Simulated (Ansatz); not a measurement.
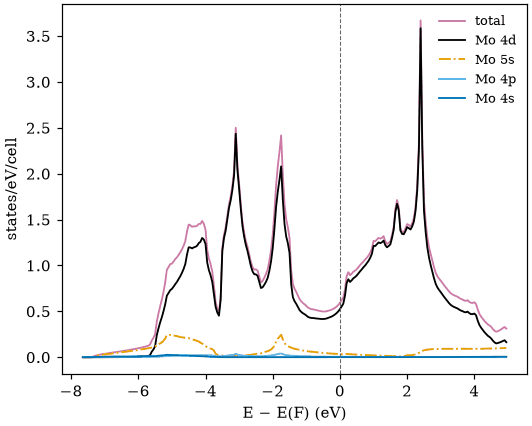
Fig. 1. Total and projected density of states of Mo (bcc (W type), Im-3m), plane-wave PAW PBEsol (Ansatz code)

Question: Which orbitals carry the states next to the Fermi level?

Answer: Within 0.5 eV of the Fermi level: Mo 4d 89 %, Mo 5s 5 %. Projections are on Löwdin-orthogonalised atomic valence shells; empty p or d shells of many metals are not among them.

Question: Where is the tallest occupied peak in this window, and what makes it?

Answer: Near -3.1 eV, about 2.5 states/eV per cell; the largest projected share is Mo 4d.

Symmetry was held in the PBEsol relaxation. The run is not spin-polarised. Scalar-relativistic: spin–orbit coupling is off unless named, which matters more the heavier the elements.

Potentials: the earlier of the program's two PAW sets. The files were generated under PBE; for other functionals the program regenerates the frozen cores, and for LDA and PBEsol the local potential too.
